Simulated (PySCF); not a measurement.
CH12O3SSi4 (SMILES CS[Si](O[SiH3])(O[SiH3])O[SiH3])

```yaml
atoms:
  - { symbol: C, position_ang: [-2.0242, -2.4200, 1.2063] }
  - { symbol: S, position_ang: [-2.0844, -1.8721, -0.5325] }
  - { symbol: Si, position_ang: [-0.6087, -0.3683, -0.4264] }
  - { symbol: O, position_ang: [-1.0134, 0.6851, 0.7254] }
  - { symbol: Si, position_ang: [-0.5195, 1.9999, 1.5442] }
  - { symbol: O, position_ang: [0.8101, -1.0289, -0.0402] }
  - { symbol: Si, position_ang: [2.3794, -0.7117, 0.2374] }
  - { symbol: O, position_ang: [-0.5226, 0.3730, -1.8468] }
  - { symbol: Si, position_ang: [0.4570, 1.3027, -2.7480] }
  - { symbol: H, position_ang: [-2.2410, -1.5773, 1.8539] }
  - { symbol: H, position_ang: [-1.0398, -2.8218, 1.4218] }
  - { symbol: H, position_ang: [-2.7790, -3.1901, 1.3212] }
  - { symbol: H, position_ang: [-1.6723, 2.2522, 2.4035] }
  - { symbol: H, position_ang: [0.6911, 1.6462, 2.2882] }
  - { symbol: H, position_ang: [-0.2520, 3.0806, 0.5966] }
  - { symbol: H, position_ang: [2.5402, -0.7711, 1.6907] }
  - { symbol: H, position_ang: [3.0643, -1.7942, -0.4631] }
  - { symbol: H, position_ang: [2.7232, 0.6118, -0.2852] }
  - { symbol: H, position_ang: [-0.4290, 1.6892, -3.8383] }
  - { symbol: H, position_ang: [0.9118, 2.4405, -1.9442] }
  - { symbol: H, position_ang: [1.5998, 0.4912, -3.1652] }
```

Geometry: GFN2-xTB.

These are results of PySCF, PBE0/pcSseg-1, SCF density, gas phase, non-relativistic, not measurements.

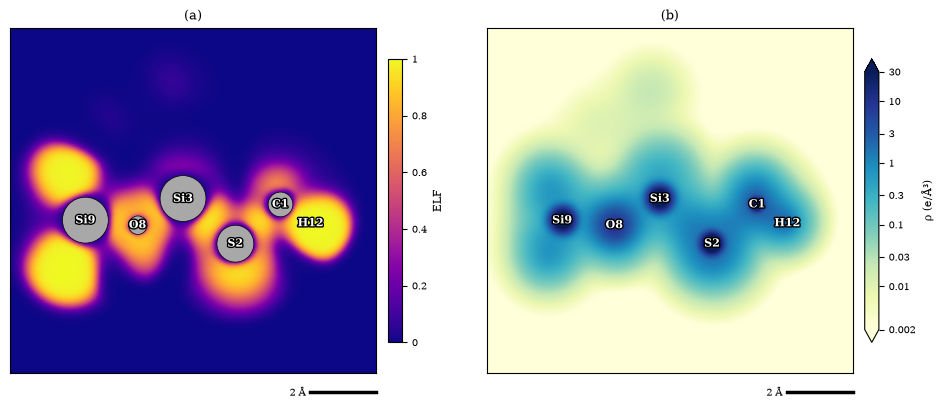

Figure 1. (a) ELF; (b) electron density on the plane of atoms S2, C1 and H12. Grey discs cover the atomic cores in the ELF map.

Interpret the plot.

Answer.
- The section cuts through C, S, Si, O and H sites.
- Si–O (1.60 Å): the density is about 1.2 e/Å³ at the midpoint; the ELF peaks at about 0.85 between the atoms, as expected for a polar covalent bond.
- C–S (1.82 Å): ρ at the midpoint is about 1.2 e/Å³; the ELF peaks at about 0.90 between the atoms; a shared electron pair.
- Si–S (2.11 Å): ρ is about 0.93 e/Å³ halfway; the ELF peaks at about 0.95 between the atoms (localised, covalent bonding).
- C–H (1.08 Å): the density is about 2 e/Å³ at the midpoint; the ELF climbs to about 1 towards the hydrogen, as it does in any bond to H; an ordinary covalent bond to hydrogen.
- The ELF also peaks beside S2 and O8, away from the bonds: lone-pair regions.

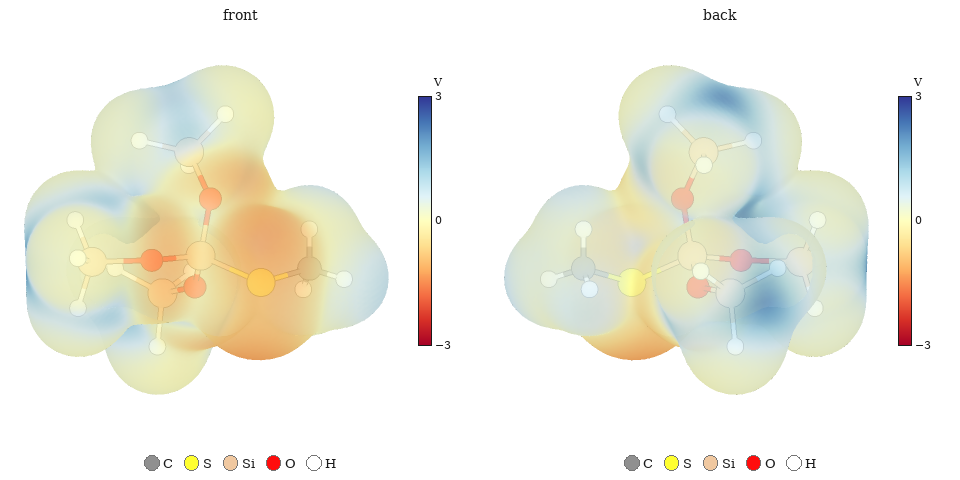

Figure 2. The electrostatic potential painted on the density surface at 0.002 e/bohr³, seen from the front and from behind; the colour scale runs from red (negative) to blue (positive).

Which sites attract a positive test charge, and which a negative one?

Answer. A positive charge is drawn to the negative regions and a negative charge to the positive ones. The most negative region (about −1.2 V) lies over S2, the most positive (about +2.0 V) over Si3, Si5, Si7 and Si9.
